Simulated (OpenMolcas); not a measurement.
# A workflow on SiO (SMILES O=[Si])

Aim: a single-point energy (singlet SiO, HF/cc-pVDZ), then the energy (singlet SiO, CASSCF(2,2)/cc-pVDZ), then the energy (singlet SiO, CASPT2(2,2)/cc-pVDZ), then a single-point energy (triplet SiO, CASPT2(2,2)/cc-pVDZ) of OSi. 

The calculation is run with OpenMolcas 26.06.

**1. Starting point**

SiO has 2 atoms, charge 0, and is taken as a singlet. As SMILES, `O=[Si]`. The shape is that of a PBE0-D4/def2-TZVP optimisation.

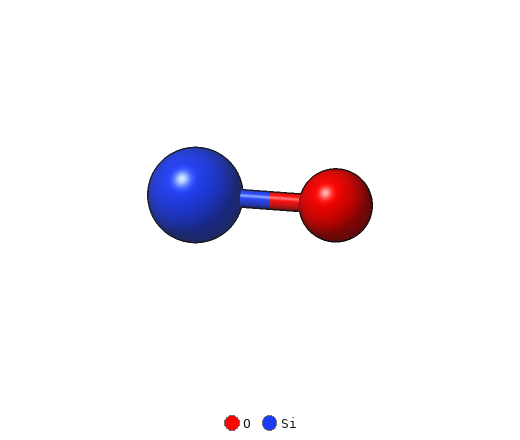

The structure, seen from a chosen angle (oxygen red, silicon blue).

**2. A single-point energy at HF/cc-pVDZ (run 1)**

File step1.inp:

```
* OSi Hartree-Fock
&GATEWAY
Coord
2
bohr
O     -1.21074753     0.43747160    -0.61227126
Si     1.21074753    -0.43747160     0.61227126
Basis=cc-pVDZ
Group=NoSym
&SEWARD
&SCF
PrOrbitals=0
```

Command:

```bash
$ export MOLCAS_MEM=1860
$ pymolcas step1.inp > step1.log
```

Standard output:

```text
--- Start Module: gateway ---
[...]
--- Stop Module: gateway /rc=_RC_ALL_IS_WELL_ ---
--- Start Module: seward ---
[...]
      Basis functions           32
--- Stop Module: seward /rc=_RC_ALL_IS_WELL_ ---
--- Start Module: scf ---
[...]
       Convergence after  10 Iterations
[...]
::    Total SCF energy                               -363.7899221379
[...]
      Total spin, S                                     0.0000000000
[...]
      Total electronic charge=   22.000000
      Total            charge=   -0.000000
[...]
      Dipole Moment (debye):
      Origin of the operator (angstrom)=    0.1746   -0.0631    0.0883
                   X=  2.9054E+00               Y= -1.0498E+00               Z=  1.4692E+00           Total=  3.4208E+00
      Quadrupole Moment (debye*angstrom):
[...]
--- Stop Module: scf /rc=_RC_ALL_IS_WELL_ ---
[...]
```

It took 1.6 s on 1 thread of Arm Neoverse V1, shared host; peak memory 0.37 GiB.

**3. A single-point energy at CASSCF(2,2)/cc-pVDZ (run 2)**

File step2.input:

```
* OSi CASSCF

&GATEWAY
 COORD
 2
 bohr
 O     -1.21074753     0.43747160    -0.61227126
 Si     1.21074753    -0.43747160     0.61227126
 BASIS=cc-pVDZ
 GROUP=NoSym

&SEWARD

&RASSCF
 FILEORB=$CurrDir/step1.ScfOrb
 SPIN=1
 NACTEL=2 0 0
 INACTIVE=10
 RAS2=2
 ORBLISTING=Nothing
```

Command:

```bash
$ export MOLCAS_MEM=1860
$ pymolcas step2.input > step2.log
```

Standard output:

```text
--- Start Module: gateway ---
[...]
--- Stop Module: gateway /rc=_RC_ALL_IS_WELL_ ---
--- Start Module: seward ---
[...]
      Basis functions           32
--- Stop Module: seward /rc=_RC_ALL_IS_WELL_ ---
--- Start Module: rasscf ---
[...]
      Number of active orbitals                  2
[...]
      Spin quantum number                      0.0
[...]
      Active orbitals                            2
[...]
      Number of CSFs                             3
[...]
      Number of root(s) required                 1
[...]
      Convergence after 13 iterations
[...]
      printout of CI-coefficients larger than  0.05 for root  1
      energy=    -363.804392
      conf/sym  11     Coeff  Weight
             1  20   0.98900 0.97812
             3  02  -0.14793 0.02188
      Natural orbitals and occupation numbers for root  1
      sym 1:   1.956234   0.043766
      ************************************************************************************************************************
      *                                                    Final results                                                     *
[...]
::    RASSCF root number  1 Total energy:   -363.80439195
[...]
      Total electronic charge=   22.000000
      Total            charge=   -0.000000
[...]
      Dipole Moment (debye):
      Origin of the operator (angstrom)=    0.1746   -0.0631    0.0883
                   X=  3.0130E+00               Y= -1.0887E+00               Z=  1.5237E+00           Total=  3.5476E+00
      Quadrupole Moment (debye*angstrom):
[...]
--- Stop Module: rasscf /rc=_RC_ALL_IS_WELL_ ---
[...]
```

Wall time 1.9 s (1 thread of Arm Neoverse V1, shared host); peak memory 0.37 GiB.

Run 3 isn't shown in full; the table further down has it.

**4. The triplet: a single-point energy at CASPT2(2,2)/cc-pVDZ (ipea shift 0.25 Eh, pt2 variant SS) (run 4)**

File step4.input:

```
&GATEWAY
Coord
2
angstrom
O       -0.640700       0.231500      -0.324000
Si       0.640700      -0.231500       0.324000
Basis=cc-pVDZ
Group=NoSym
&SEWARD
&RASSCF
FileOrb=$CurrDir/step2.RasOrb
Spin=3
Nactel=2 0 0
Inactive=10
Ras2=2
OrbListing=Nothing
&CASPT2
Imaginary=0.2
```

Command:

```bash
$ export MOLCAS_MEM=1860
$ pymolcas step4.input > step4.log
```

Standard output:

```text
--- Start Module: gateway ---
[...]
--- Stop Module: gateway /rc=_RC_ALL_IS_WELL_ ---
[...]
      Basis functions           32
[...]
--- Start Module: rasscf ---
[...]
      Number of active orbitals                  2
[...]
      Spin quantum number                      1.0
[...]
      Active orbitals                            2
[...]
      Number of CSFs                             1
[...]
      Number of root(s) required                 1
[...]
      Convergence after 19 iterations
[...]
      printout of CI-coefficients larger than  0.05 for root  1
      energy=    -363.647379
      conf/sym  11     Coeff  Weight
             1  uu   1.00000 1.00000
      Natural orbitals and occupation numbers for root  1
      sym 1:   1.000000   1.000000
      ************************************************************************************************************************
      *                                                    Final results                                                     *
[...]
::    RASSCF root number  1 Total energy:   -363.64737899
[...]
      Total electronic charge=   22.000000
      Total            charge=   -0.000000
[...]
      Dipole Moment (debye):
      Origin of the operator (angstrom)=    0.1746   -0.0631    0.0883
                   X=  3.5347E+00               Y= -1.2772E+00               Z=  1.7875E+00           Total=  4.1618E+00
      Quadrupole Moment (debye*angstrom):
[...]
--- Stop Module: rasscf /rc=_RC_ALL_IS_WELL_ ---
[...]
--- Start Module: caspt2 ---
[...]
      E2 (Variational):          -0.2619324247
      Total energy:            -363.9093114187
[...]
      Reference weight:           0.91146
[...]
::    CASPT2 Root  1     Total energy:   -363.90931142
[...]
--- Stop Module: caspt2 /rc=_RC_ALL_IS_WELL_ ---
[...]
```

Wall time 2.3 s (1 thread of Arm Neoverse V1, shared host); peak memory 0.37 GiB.

**5. All runs side by side**

```
run                                                     level      active rule  inactive  partner  energy (Eh)  dipole moment (D) of the reference  wall time
  1                                                HF/cc-pVDZ                –         –     base  -363.789922                                3.42      1.6 s
  2                                       CASSCF(2,2)/cc-pVDZ  frontier window        10     base  -363.804392                                3.55      1.9 s
  3  CASPT2(2,2)/cc-pVDZ (ipea shift 0.25 Eh, pt2 variant SS)  frontier window        10     base  -364.069474                                3.55      1.8 s
  4  CASPT2(2,2)/cc-pVDZ (ipea shift 0.25 Eh, pt2 variant SS)  frontier window        10  triplet            –                                   –      2.3 s
```

**6. Outcome**

| quantity | value |
| --- | --- |
| run 3, CASPT2(2,2)/cc-pVDZ: total energy | -364.06947 Eh |
| run 3, CASPT2(2,2)/cc-pVDZ: dipole moment (CASSCF density) | 3.55 D |

What this shows: Below the HF energy at the same shape and in the same basis (cc-pVDZ): CASSCF(2,2) -14.5 mEh; CASPT2(2,2) -279.6 mEh. Active-space methods hold only the correlation inside their space unless a perturbation or CI step follows. All runs together took 7.6 s, the longest 2.3 s. 1 of the 4 runs ended normally but are set aside, since settings or state are in doubt.
